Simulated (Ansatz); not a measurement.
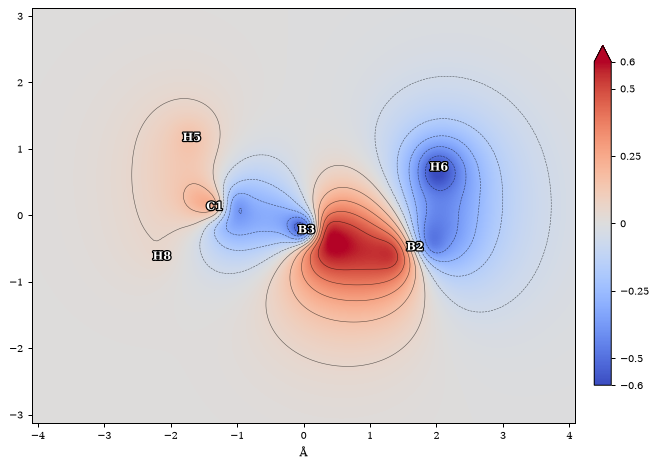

*CH5B2 (SMILES [BH3-]B=C) (charge −1). The HOMO−1 on the plane of atoms B3, C1 and H5 (values in Å⁻³ᐟ²; the overall sign is arbitrary).*

Geometry: B3LYP-D3(BJ)/def2-SVPD.

Computed with Ansatz, isolated molecule in a Gaussian basis; Kohn-Sham density functional theory, functional PBE0.

```xyz
8

C    -0.4078   -1.5059   -0.9771
B    -0.1813    1.2942    0.2660
B    -0.2550   -0.2375   -0.3567
H     0.9035    1.8640    0.1080
H    -1.0896   -1.6802   -1.8167
H    -1.0174    1.8268   -0.5013
H    -0.5989    1.4012    1.4238
H     0.1489   -2.3921   -0.6529
```

What is the character of this orbital?

It lies mainly on B2 (about 35 %), B3 (about 30 %), H6 (about 20 %) and C1 (about 5 %). Its energy is −2.60 eV.
